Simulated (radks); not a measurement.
Atomic calculation, with input and output: Rb (charge +3.25)

- system: Rb with charge +3.25 in the configuration [Ar] 3d10 4s2 4p3.75 (4p: 2 up, 1.75 down).
- method: scalar-relativistic Kohn-Sham, r2SCAN, spin-polarised, spherical densities, finite nucleus (the in-house radial solver radks)

**Log**
```
1s      1   1.0000        -555.34683172
2s      1   1.0000         -75.84157708
2p      1   3.0000         -67.31963786
3s      1   1.0000         -12.66695279
3p      1   3.0000          -9.90048478
3d      1   5.0000          -5.34242029
4s      1   1.0000          -2.52835514
4p      1   2.0000          -1.86415193
1s      2   1.0000        -555.34530312
2s      2   1.0000         -75.84125393
2p      2   3.0000         -67.31848213
3s      2   1.0000         -12.66569387
3p      2   3.0000          -9.89893131
3d      2   5.0000          -5.34044603
4s      2   1.0000          -2.51431343
4p      2   1.7500          -1.85064404
Etot -2978.5576724166
Ekin 3050.7348386017497
Encl -7130.010318573542
Eh 1200.5949158509263
Exc -99.877108295734
err 6.441972664133646e-07
it 12
```

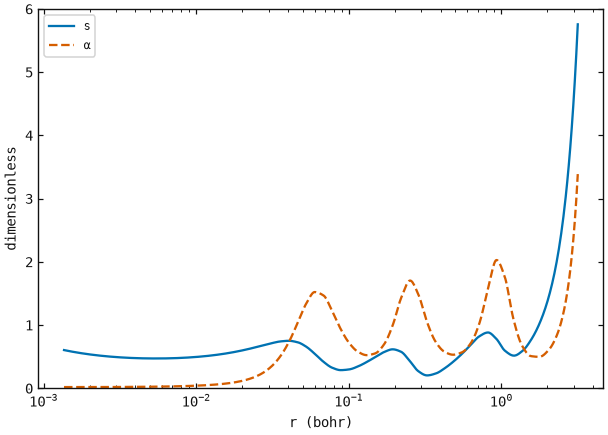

*The reduced density gradient s and the kinetic indicator α = (τ − τW)/τunif, the ingredients of GGAs and meta-GGAs.*

s starts near 0.61 at the inner end, has maxima between the shells at r = 0.041 bohr (0.75), 0.20 bohr (0.62) and 0.82 bohr (0.88), and grows in the tail, to 5.8 at 3.2 bohr. α peaks at r = 0.060 bohr (1.5), 0.25 bohr (1.7) and 0.93 bohr (2.0), where shells overlap, and is small where one s orbital dominates. In the tail α rises again, to 3.4 at the end, as it does where the highest occupied level has l > 0.

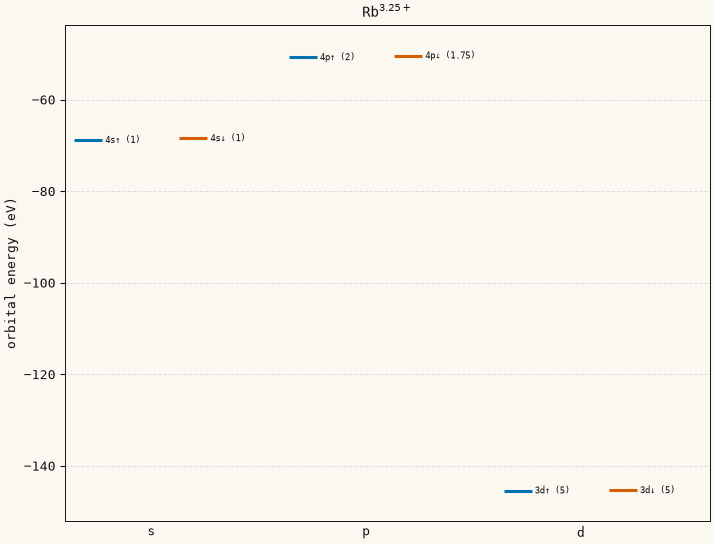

*The outer levels are drawn (occupations in brackets, up spins at the left of each column and down spins at the right).*

The highest occupied level is 4p down at −50.4 eV. From the top down the occupied levels run 4p down (−50.4 eV), 4p up (−50.7 eV), 4s down (−68.4 eV), 4s up (−68.8 eV), 3d down (−145.3 eV), 3d up (−145.4 eV). The largest exchange splitting (down less up) among the shells drawn in both spins is that of 4s, 0.382 eV.

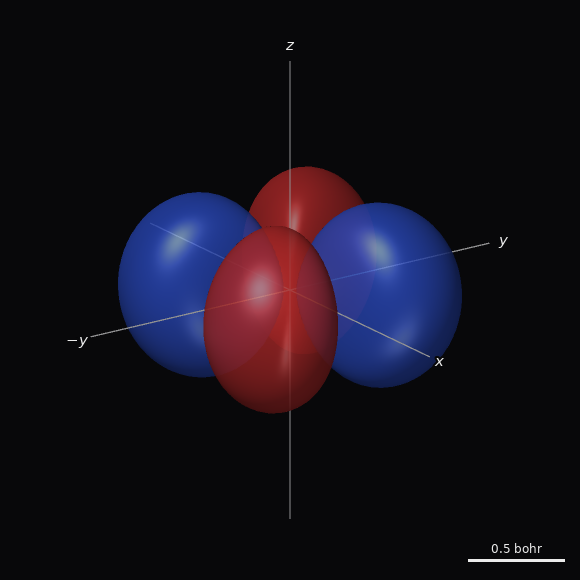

*The 3d(xy) orbital of up spin. The radial function comes from the spherical calculation and is multiplied by a real spherical harmonic; the overall sign is chosen so that the largest lobe of P(r) is positive; at the scalar-relativistic level it is the large component. The surface of constant |ψ| that holds about 85 % of the electron is drawn, blue where ψ is positive and red where it is negative.*

It has the nodal planes xz and yz and no radial node. The maximum of P² lies at 0.394 bohr, ⟨r⟩ = 0.523 bohr, 90 % of the charge lies within 0.850 bohr, and the eigenvalue is −145.4 eV, with 5 electrons in the shell for this spin.

**Input file**
```
Z 37
configuration [Ar] 3d10 4s2 4p2 4p1.75
relativity scalar-relativistic
functional r2scan,r2scan
spin polarised
nucleus finite rms 4.2036 fm
c 137.035999084
```

Energies in input and log are in hartree, lengths in bohr (the nuclear radius in fm).

The run was one of a batch that the task file lists, launched with:
```bash
python <driver script> task.json out
```

**Summary**

- outcome: converged
- total energy: −2978.5577 hartree
- kinetic energy: 3050.7348 hartree
- electron–nucleus energy: −7130.0103 hartree
- Hartree energy: 1200.5949 hartree
- exchange–correlation energy: −99.877108 hartree
- radius at density 0.001 e/bohr³: 3.15 bohr
- SCF iterations: 12
- hardware: 1 thread of Arm Neoverse N1, 40 GiB of memory available, shared host
